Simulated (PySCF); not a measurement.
# BH$_{9}$NOSi$_{3}$ (doublet): what the fields show

Input file:

```
{"job": {"kind": "epr"}, "charge": 0, "multiplicity": 2}
Si    -0.175605     0.290268    -0.522539
N     -1.863998     0.442984    -0.363510
Si    -2.910732    -0.086108     0.947738
O      0.161432     1.013262    -1.967394
B      1.130179    -0.493170     0.597785
Si     3.007123    -0.384660    -0.064244
H     -2.314581     0.922449    -1.142351
H     -3.934141    -1.046499     0.438938
H     -3.618808     1.080579     1.553343
H     -2.040728    -0.743702     1.959558
H      1.095866     1.006976    -2.211568
H      0.808457    -1.013691     1.638188
H      3.917054     0.411233     0.825602
H      3.659095    -1.722171    -0.260314
H      3.068591     0.296304    -1.413231
```

Command:

```sh
OMP_NUM_THREADS=1 python cluster_run.py task.json out
```

Geometry: PBE0-D3(BJ)/def2-SVP.

Method: PySCF 2.14.0, density-fitted response routines, UKS B3LYP, IGLO-III on B N O Si, pcH-1 on H, non-relativistic, mean-field spin-orbit, GIAO.

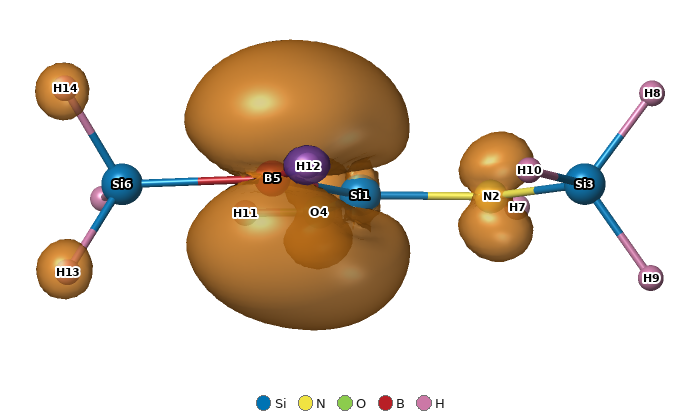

Figure 1. Isosurfaces of the spin density (α minus β) at +0.015 (orange) and −0.015 e/Å³ (purple), seen from one side.

Q: Where is the unpaired spin?

A: The unpaired spin (1 electron) lies mostly on B5 (about 0.5), Si1 (about 0.3) and Si6 (about 0.1), in electrons by Hirshfeld's partition.

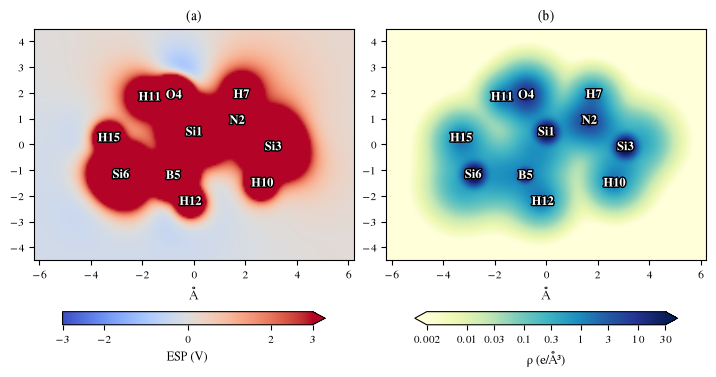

Figure 2. (a) molecular electrostatic potential; (b) total electron density on the plane of atoms O4, Si1 and B5.

Q: Describe what can be read from this map.

A: The plane passes through Si, N, O, B and H nuclei.
Si–O (1.65 Å): the density is about 1.1 e/Å³ at the midpoint.
Si–N (1.70 Å): ρ at the midpoint is about 1.1 e/Å³.
Si–B (1.89 Å): the density is about 0.86 e/Å³ at the midpoint.
O–H (0.97 Å): the density is about 3.7 e/Å³ at the midpoint.
Si–N (1.76 Å): the density is about 1 e/Å³ at the midpoint.
Outside the dense part of the molecule the potential is most negative (−1.0 V) near O4.

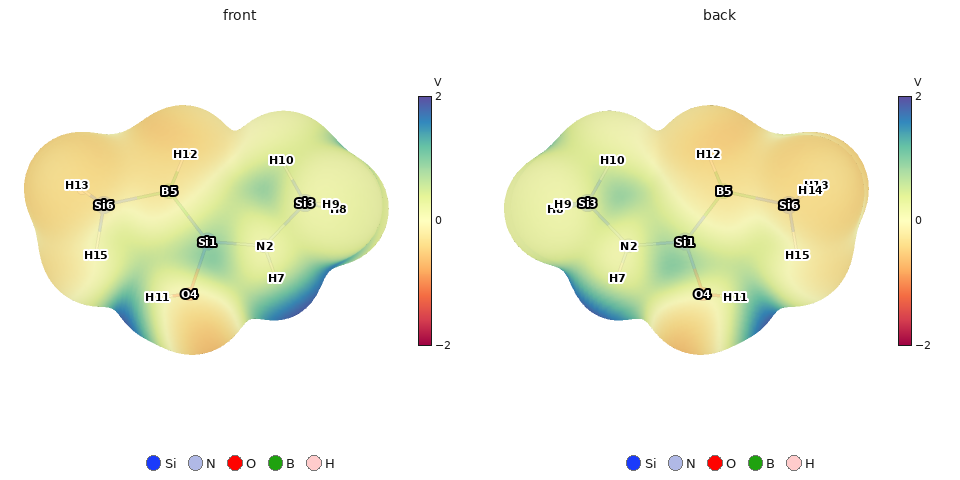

Figure 3. The electrostatic potential painted on the density surface at 0.001 e/bohr³, seen from the front and from behind; the colour scale runs from red (negative) to blue (positive).

Q: Where is the surface potential most negative and most positive?

A: The most negative region (about −0.6 V) lies over O4, the most positive (about +1.8 V) over H7 and H11.
